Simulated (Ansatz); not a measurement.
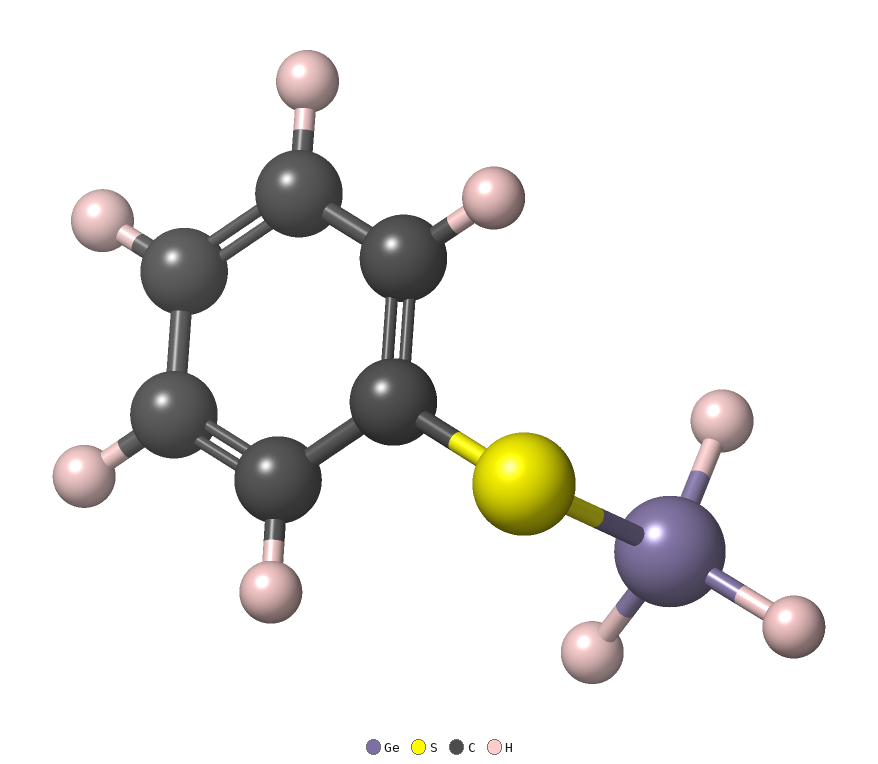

Computed geometry: PBE-D4/def2-SVP optimisation. No frequency run is at hand to confirm it as a minimum.

Draw it as a skeletal formula.

SMILES: [GeH3][S]c1ccccc1

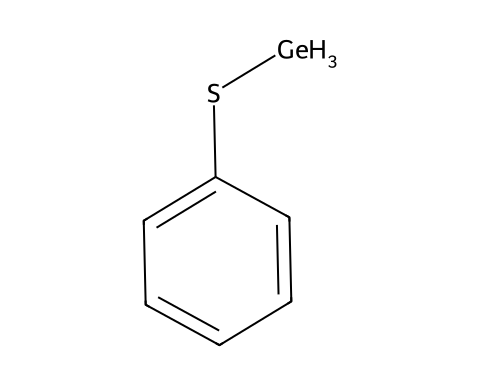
